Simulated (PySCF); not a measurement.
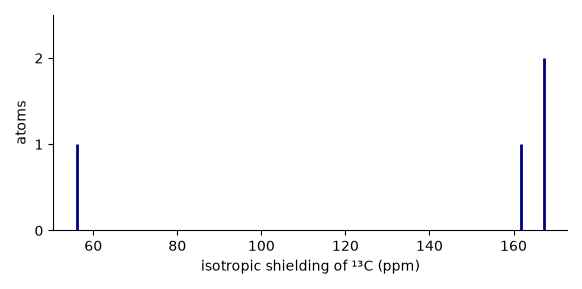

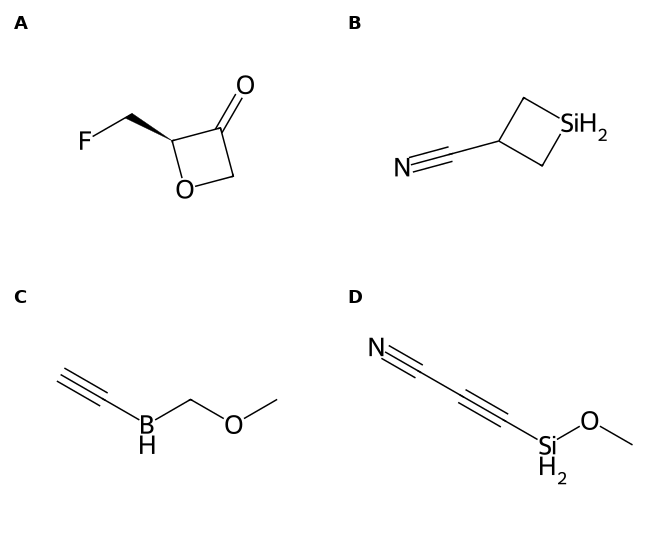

The sticks are computed shieldings of one of the molecules, for one fixed geometry (PBE0-D3(BJ)/def2-SVP) without averaging over rotations. Low shielding means a high chemical shift. Method: GIAO ωB97X-D/pcSseg-1 NMR shielding, non-relativistic, gas phase (PySCF 2.14.0).

> Which molecule gives this pattern?

B, `N#CC1C[SiH2]C1`. Its 4 C atoms give lines at 56.0, 161.9, 167.3 (2 atoms) ppm.
